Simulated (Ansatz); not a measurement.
# Geometry relaxation of CH₇BFN (part 1 of 2)

CH₇BFN, computed with RKS B3LYP/6-31G* (Ansatz 0.2.0).

The input holds or restrains some coordinates. It belongs to a series of runs on one base structure; here: pulled along the bonds that form and break, towards end A.

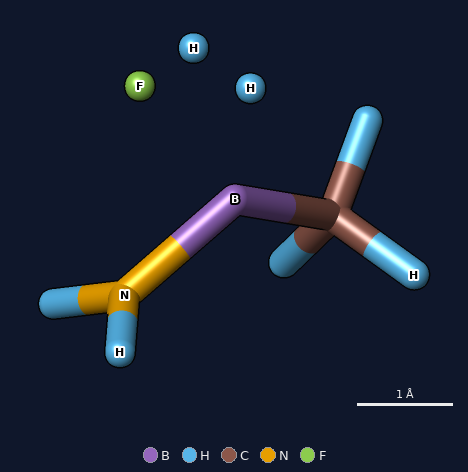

*The input geometry (stick view, seen at a tilt).*

### The input
```yaml
crystal:
  periodic: [false, false, false]
  atoms:
    - { symbol: B, position_ang: [0.0, 0.0, 0.0] }
    - { symbol: H, position_ang: [0.0, 0.0, 1.54] }
    - { symbol: C, position_ang: [1.3856, 0.0, -0.8] }
    - { symbol: H, position_ang: [1.7152, -1.0462, -0.9702] }
    - { symbol: H, position_ang: [1.2491, 0.508, -1.7774] }
    - { symbol: H, position_ang: [2.1552, 0.5381, -0.2082] }
    - { symbol: "N", position_ang: [-1.3423, 0.0, -0.775] }
    - { symbol: H, position_ang: [-2.0112, -0.8164, -0.6764] }
    - { symbol: H, position_ang: [-1.5914, 0.8164, -1.4036] }
    - { symbol: F, position_ang: [-0.2026, 1.5239, 0.5108] }
    - { symbol: H, position_ang: [-0.1143, 0.86, 1.4996] }
basis:
  gaussian: { orbitals: "6-31G*" }
hamiltonian:
  xc: b3lyp
relax:
  f_tol: 0.15
  max_steps: 25
  restrain:
    - { distance: [0, 9], at: 2.52, k: 30.0 }
    - { distance: [10, 1], at: 1.86, k: 30.0 }
    - { distance: [0, 1], at: 1.19, k: 30.0 }
    - { distance: [10, 9], at: 0.92, k: 30.0 }
output:
  orbitals: {}
```

Run as:
```bash
ansatz run input.yaml --threads 1 --pin off --max-ram 2048MiB --backend cpu --events-out ev --progress --plain --runs-dir out
```

### Log
```
The last accepted step is kept in [file] (removed where the run ends without a failure and the disk answers)
Engine: ansatz 0.2.0, aarch64-unknown-linux-gnu
Functional definition: B3LYP
  parameter a0 = 0.2
  parameter ax = 0.72
  parameter ac = 0.81
  exchange = (1 - a0 - ax)*slater_x + ax*b88_x + a0*exact_x
  correlation = (1 - ac)*vwn_rpa_c + ac*lyp_c
867 factors; integrals over basis functions are off by at most 5.7e-4 eV
mean field evaluation 1: about -6023.2170 eV, gradient 6.7e1 eV
mean field evaluation 2: about -5992.5239 eV, gradient 1.2e2 eV
mean field evaluation 4: about -6031.9387 eV, gradient 7.2e0 eV
mean field evaluation 8: about -6032.0880 eV, gradient 3.6e-1 eV
mean field evaluation 16: about -6032.0883 eV, gradient 1.9e-5 eV
mean field -6032.08830745 eV, -221.6751566025 hartree, gradient 1.9e-5 eV, S^2 0.000000; 0 other end points of the search recorded, 0 dependent functions left out
the calculation of the forces begins
reference -6032.08849518 eV, -221.6751635014 hartree; 17, 17 occupied and 57, 57 virtual orbitals, 867 factors
relax step   1: F+E_penalty+E_count = -6032.08830745 eV  Δ(F+E_penalty+E_count) = +0.000e0 eV  max|allowed force component| = 3.603e0 eV/Å  E_restraint = 29.86326342 eV  max|allowed force component, restraints' pulls added| = 3.426e1 eV/Å  Δτ_max = 0.0000 Å  (26 SCF iters, accepted)
  distance B 0 - F 9 = 1.6199 Å
  distance H 10 - H 1 = 0.8685 Å
  distance B 0 - H 1 = 1.5400 Å
  distance H 10 - F 9 = 1.1943 Å
these checks for a lower state are left out or cut short: starts, cluster_reference, orbital_swaps, neighbouring_geometries, increment
867 factors; integrals over basis functions are off by at most 6.2e-4 eV
mean field -6032.88094956 eV, -221.7042856626 hartree, gradient 3.9e-5 eV, S^2 0.000000; 0 other end points of the search recorded, 0 dependent functions left out
[... from here on the field's lines of each further geometry are left out, up to the last ...]
relax step   2: F+E_penalty+E_count = -6032.88094956 eV  Δ(F+E_penalty+E_count) = -7.926e-1 eV  max|allowed force component| = 2.503e0 eV/Å  E_restraint = 14.50029645 eV  max|allowed force component, restraints' pulls added| = 2.376e1 eV/Å  Δτ_max = 0.1948 Å  (30 SCF iters, accepted)
relax step   3: F+E_penalty+E_count = -6033.64253147 eV  Δ(F+E_penalty+E_count) = -7.616e-1 eV  max|allowed force component| = 2.597e0 eV/Å  E_restraint = 3.85441402 eV  max|allowed force component, restraints' pulls added| = 1.097e1 eV/Å  Δτ_max = 0.1948 Å  (30 SCF iters, accepted)
relax step   4: F+E_penalty+E_count = -6034.21475185 eV  Δ(F+E_penalty+E_count) = -5.722e-1 eV  max|allowed force component| = 2.728e0 eV/Å  E_restraint = 0.24125503 eV  max|allowed force component, restraints' pulls added| = 5.178e0 eV/Å  Δτ_max = 0.1946 Å  (28 SCF iters, accepted)
relax step   5: F+E_penalty+E_count = -6034.85410077 eV  Δ(F+E_penalty+E_count) = -6.393e-1 eV  max|allowed force component| = 8.785e-1 eV/Å  E_restraint = 0.02435486 eV  max|allowed force component, restraints' pulls added| = 8.359e-1 eV/Å  Δτ_max = 0.1943 Å  (27 SCF iters, accepted)
relax step   6: F+E_penalty+E_count = -6035.14054957 eV  Δ(F+E_penalty+E_count) = -2.864e-1 eV  max|allowed force component| = 7.491e-1 eV/Å  E_restraint = 0.02232705 eV  max|allowed force component, restraints' pulls added| = 1.268e0 eV/Å  Δτ_max = 0.1949 Å  (26 SCF iters, accepted)
relax step   7: F+E_penalty+E_count = -6035.26515113 eV  Δ(F+E_penalty+E_count) = -1.246e-1 eV  max|allowed force component| = 7.051e-1 eV/Å  E_restraint = 0.01480856 eV  max|allowed force component, restraints' pulls added| = 7.051e-1 eV/Å  Δτ_max = 0.1995 Å  (26 SCF iters, accepted)
relax step   8: F+E_penalty+E_count = -6035.33265031 eV  Δ(F+E_penalty+E_count) = -6.750e-2 eV  max|allowed force component| = 5.449e-1 eV/Å  E_restraint = 0.00625774 eV  max|allowed force component, restraints' pulls added| = 4.144e-1 eV/Å  Δτ_max = 0.2000 Å  (26 SCF iters, accepted)
relax step   9: F+E_penalty+E_count = -6035.33887461 eV  Δ(F+E_penalty+E_count) = -6.224e-3 eV  max|allowed force component| = 6.072e-1 eV/Å  E_restraint = 0.00647288 eV  max|allowed force component, restraints' pulls added| = 3.756e-1 eV/Å  Δτ_max = 0.2000 Å  (25 SCF iters, accepted)
relax step  10: F+E_penalty+E_count = -6035.35305247 eV  Δ(F+E_penalty+E_count) = -1.418e-2 eV  max|allowed force component| = 3.523e-1 eV/Å  E_restraint = 0.00818394 eV  max|allowed force component, restraints' pulls added| = 3.926e-1 eV/Å  Δτ_max = 0.0691 Å  (25 SCF iters, accepted)
relax step  11: F+E_penalty+E_count = -6035.35004448 eV  Δ(F+E_penalty+E_count) = +3.008e-3 eV  max|allowed force component| = 5.358e-1 eV/Å  E_restraint = 0.00684602 eV  max|allowed force component, restraints' pulls added| = 5.358e-1 eV/Å  Δτ_max = 0.0290 Å  (25 SCF iters, rejected (line search))
the calculation of the forces begins
reference -6035.35430873 eV, -221.7951799359 hartree; 17, 17 occupied and 57, 57 virtual orbitals, 867 factors
relax step  12: F+E_penalty+E_count = -6035.35411876 eV  Δ(F+E_penalty+E_count) = -1.066e-3 eV  max|allowed force component| = 5.890e-1 eV/Å  E_restraint = 0.00590278 eV  max|allowed force component, restraints' pulls added| = 5.420e-2 eV/Å  Δτ_max = 0.0141 Å  (24 SCF iters, accepted)
  distance B 0 - F 9 = 2.5318 Å
  distance H 10 - H 1 = 1.8578 Å
  distance B 0 - H 1 = 1.2003 Å
  distance H 10 - F 9 = 0.9320 Å
867 factors; integrals over basis functions are off by at most 4.0e-4 eV
mean field evaluation 96: about -6035.3541 eV, gradient 1.7e-1 eV
```

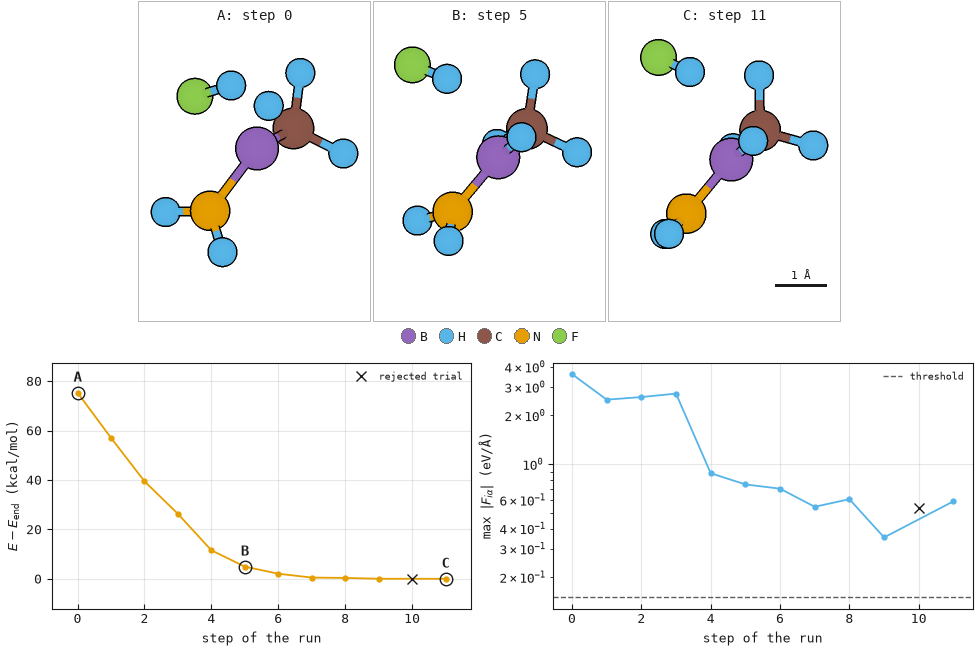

*Frames of the restrained relaxation (ball-and-stick view, seen at a tilt) above the curves, on which the letters mark them (the first geometry is step 0 here and step 1 in the log).*

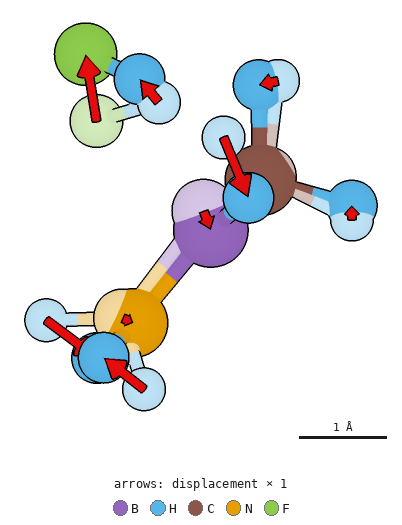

*Start (faint) and end (solid) with the displacements as red arrows, at true length (ball-and-stick view, seen at a tilt). The two geometries are laid on each other by the best rigid fit.*

The largest move after the best rigid fit is that of F10, 0.83 Å. By element the largest moves are F 0.83 Å, H 0.78 Å, B 0.24 Å, N 0.14 Å, C 0.08 Å. Among the contacts that change: B1–H2 1.540 → 1.200 Å, F10–H11 1.194 → 0.932 Å, B1–N7 1.550 → 1.397 Å, N7–H8 1.060 → 1.010 Å. New bonds form: B1–H2 (1.54 → 1.20 Å), F10–H11 (1.19 → 0.93 Å). Among the angles that change: H8–N7–H9 120.0° → 113.4°, B1–C3–H5 109.5° → 113.5°, B1–N7–H8 120.0° → 123.8°. After 11 geometry steps the energy has fallen by 75.3 kcal/mol. The largest force component goes from 3.6 to 0.59 eV/Å. The line search rejected the trial step at point 10 (counted from 0) and went back. (Atoms are counted from 1 in the order of the input.)

```
mean field -6035.35411876 eV, -221.7951729544 hartree, gradient 5.2e-5 eV, S^2 0.000000; 1 other end points of the search recorded, 0 dependent functions left out
the calculation of the forces begins
reference -6035.35430873 eV, -221.7951799359 hartree; 17, 17 occupied and 57, 57 virtual orbitals, 867 factors
Total energy: -6035.35430873 eV, -221.7951799359 hartree
Atom 0 at    -0.070379    -0.188333    -0.110874 Å, force    -0.015572    -0.224523    -0.420424 eV/Å
Atom 1 at    -0.126658    -0.546100     1.033464 Å, force    -0.010404    -0.023467     0.293172 eV/Å
Atom 2 at     1.321919     0.028605    -0.817190 Å, force    -0.021641     0.032308    -0.005774 eV/Å
Atom 3 at     1.857052    -0.928751    -0.891944 Å, force     0.014101    -0.003965     0.004048 eV/Å
Atom 4 at     1.239624     0.441121    -1.830868 Å, force     0.001256    -0.012370    -0.006453 eV/Å
Atom 5 at     1.962492     0.701447    -0.234892 Å, force    -0.016289    -0.011311    -0.001029 eV/Å
Atom 6 at    -1.288534    -0.156721    -0.794695 Å, force     0.054203     0.004554    -0.023739 eV/Å
Atom 7 at    -2.182733    -0.332574    -0.359169 Å, force    -0.004709     0.007594    -0.005960 eV/Å
Atom 8 at    -1.360814     0.116686    -1.766344 Å, force    -0.019484    -0.006081     0.010860 eV/Å
Atom 9 at     0.001445     2.022539     1.120729 Å, force     0.055804     0.589047    -0.001408 eV/Å
Atom 10 at    -0.110112     1.225880     1.591383 Å, force    -0.037263    -0.351785     0.156707 eV/Å
Dipole moment:    -0.319322    -0.220406    -0.055256 e Å
```

### Trajectory as extended XYZ (Å, eV, eV/Å), 12 frames, from step=1 to step=12
```
11
Properties=species:S:1:pos:R:3:forces:R:3 step=1 energy=-6032.08831
B     0.0000    0.0000    0.0000   -2.7348   3.6026  -2.0709
H     0.0000    0.0000    1.5400    0.3069  -3.1252   0.1860
C     1.3856    0.0000   -0.8000    0.2142  -1.0443   1.2975
H     1.7152   -1.0462   -0.9702    0.1968   0.4900  -0.1989
H     1.2491    0.5080   -1.7774   -0.1584  -0.2728   0.5149
H     2.1552    0.5381   -0.2082   -0.1215  -0.3434  -0.3877
N    -1.3423    0.0000   -0.7750    0.3778  -2.5682   1.0854
H    -2.0112   -0.8164   -0.6764    0.9691   1.7639  -0.7814
H    -1.5914    0.8164   -1.4036    0.3475  -1.5847   1.4787
F    -0.2026    1.5239    0.5108    0.7109   2.8455  -0.3108
H    -0.1143    0.8600    1.4996   -0.1086   0.2367  -0.8129
11
Properties=species:S:1:pos:R:3:forces:R:3 step=2 energy=-6032.88095
B    -0.0062   -0.0854    0.0135   -1.9233   2.2007  -0.9917
H     0.0223   -0.1793    1.4670   -0.0775  -1.2807  -1.7682
C     1.3839   -0.0105   -0.7885   -0.3481  -0.1284   0.7391
H     1.7197   -1.0440   -0.9731    0.2418   0.2130  -0.1376
H     1.2464    0.5038   -1.7688   -0.0642  -0.3783   0.5778
H     2.1543    0.5345   -0.2104   -0.0798  -0.3500  -0.2329
N    -1.3354   -0.0207   -0.7646    0.9267  -1.3475   1.0149
H    -2.0080   -0.8068   -0.6837    0.4097   1.2597  -0.3377
H    -1.5849    0.8000   -1.3862    0.5497  -1.7353   1.1651
F    -0.2118    1.6689    0.5739    0.6163   0.1867   2.4746
H    -0.1368    1.0233    1.4606   -0.2512   1.3600  -2.5034
```
